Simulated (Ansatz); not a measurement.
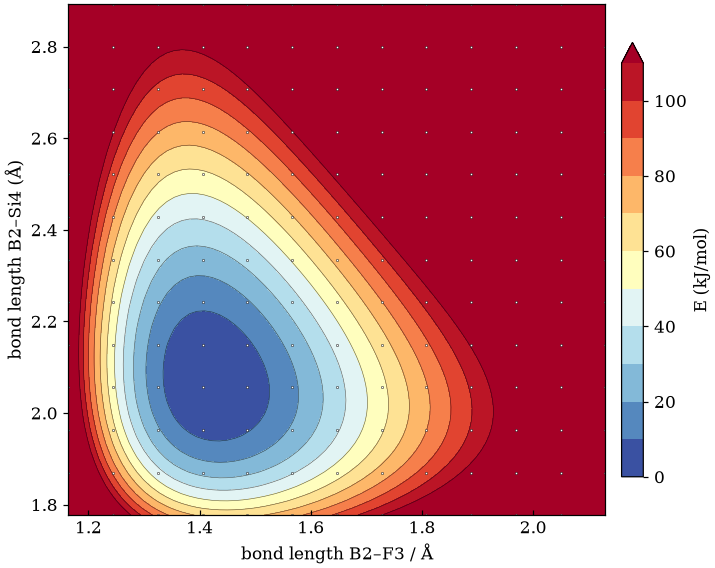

BFH₃OSi, SMILES [O-]B(F)[SiH3], charge −1. Coordinates scanned: (1) bond length B2–F3; (2) bond length B2–Si4. Nothing is relaxed (all other coordinates rigid). Grid: 13 × 13 points. Points are written as (first, second). All energies are given in kJ/mol relative to the relaxed molecule at the same level. The reference is spin-restricted, which grows unreliable where a bond is stretched far. All numbers below come from RKS CAM-B3LYP-D4/def2-SVPD in Ansatz.

The picture shows filled contours, dots at the grid points, one colour for all values above the top of the scale. Between grid points the surface is interpolated.

Where is the minimum, and how stiff is the well along each coordinate?

The interpolated minimum is at bond length B2–F3 ≈ 1.420 Å, bond length B2–Si4 ≈ 2.066 Å. The curvatures there are about 24 eV/Å² and 11 eV/Å², with a cross term of about 2.2 eV/Å². Round the minimum the two coordinates are weakly coupled (coupling 0.14 in units of the two stiffnesses). (1 eV is 96.5 kJ/mol.)
